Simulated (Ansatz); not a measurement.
The starting structures come from a database of crystals and need not be the phases stable at ambient conditions.

 Where the default PAW files enter, the runs use the earlier of Ansatz's two default sets.

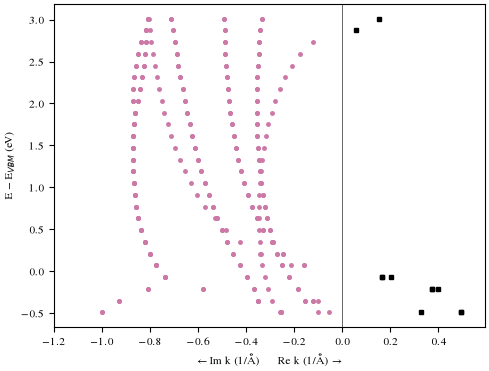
Figure: Complex bands at the centre of the two-dimensional zone; Ansatz (a first-principles code) with r2SCAN

The gap is the functional's own, uncorrected, and κ follows it; spin-orbit coupling is left out. Mid-gap values are interpolated between the computed energies.

### Question
This is Tl2SnCl6 (Fm-3m, not sure to be the ambient phase, 9 atoms a cell, 28.9 Å³ an atom) along the normal of (111). Read off the slowest decay at the centre of the two-dimensional zone at 1.47 eV, the computed energy nearest the middle of the gap.

### Answer
κ ≈ 0.33 1/Å, a decay length 1/(2κ) of the density of 1.5 Å.
